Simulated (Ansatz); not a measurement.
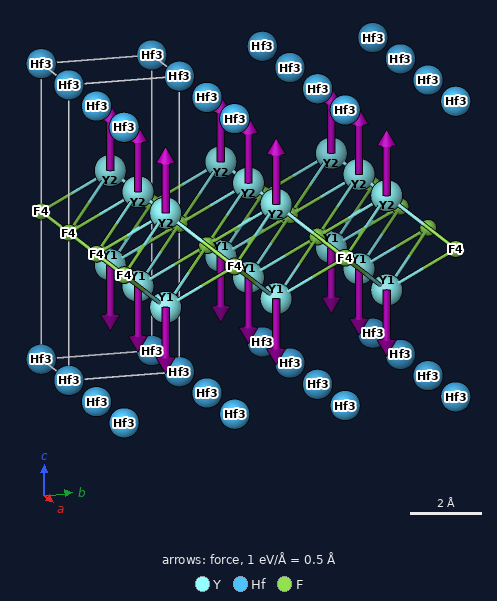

Starting geometry of solid Y₂HfF (a generated structure, set up in Cmmm) (coarse preliminary run) with the computed forces as purple arrows. Style: ball-and-stick. Shown: the cell of the calculation, repeated 3 × 3 × 1 with one cell outlined, slightly off an axis.

Theory: DFT PBE, scalar-relativistic, plane waves, PAW (Ansatz 0.2.0).

Input file:
```yaml
crystal:
  lattice:
    - [2.18046831, -2.60718071, 0.0]
    - [2.18046831, 2.60718071, 0.0]
    - [0.0, 0.0, 8.47787996]
  atoms:
    - { symbol: "Y", position: [0.5, 0.5, 0.34032343] }
    - { symbol: "Y", position: [0.5, 0.5, 0.65967657] }
    - { symbol: Hf, position: [0.0, 0.0, 0.0] }
    - { symbol: F, position: [0.0, 0.0, 0.5] }
basis:
  ecutwfc: 420
kpoints:
  mp_grid: { grid: [6, 6, 2] }
hamiltonian:
  xc: pbe
scf:
  occupations: { method: gaussian, width: 0.1 }
  lower_state_search: "off"
output:
  forces: true
  stress: true
  eigenvalues: true
relax:
  adjacent_minimum: "off"
  f_tol: 0.04
  max_steps: 70
  cell: { stress_tol: 0.4 }
```

Command:
```bash
ansatz run input.yaml --threads 1 --pin off --max-ram 2560MiB --backend cpu --events-out ev --progress --plain --runs-dir out
```

Question: Is this structure relaxed? If not, where do the atoms go?

Answer: It isn't relaxed: the largest force vector, on Y atoms, is 3.85 eV/Å. The atoms end up moving mostly along the starting forces (cosine between the two patterns 1.00). After 13 accepted moves (16 points after the start) the energy has fallen by 548 meV per atom. The largest force component goes from 3.8 to 0.0014 eV/Å. Pressure: −3.86 GPa at the start and 0.13 GPa at the end. The line search rejected the trial step at point 10 of the run. At 2 points the geometry stayed and the basis and grid were re-selected for the new cell (energy shift of 5.7 meV per atom at most each time). The largest moves relative to the cell, 0.49 Å, are those of Y1 and Y2. Y1 goes along −c. F and Hf stay in place. Cell: a = b 3.399 → 3.346 Å (−1.5 %), c 8.478 → 9.189 Å (+8.4 %), γ 100.2° → 118.1°. Volume −5.8 %. Some distances before and after: Y1–Y2 2.707 → 3.912 Å, Y1–Y1 4.361 → 3.444 Å, Hf3–Hf3 4.361 → 3.444 Å, Y1–F4 2.938 → 3.472 Å. Bond angles that change, for instance: Y1–F4–Y1 116.3° → 82.7°, Y1–F4–Y2 63.7° → 97.3°, F4–Y2–F4 116.3° → 82.7°. The space group stays Cmmm (No. 65).

Limits of the set-up: the k-point mesh is coarse for a cell with partly filled bands.
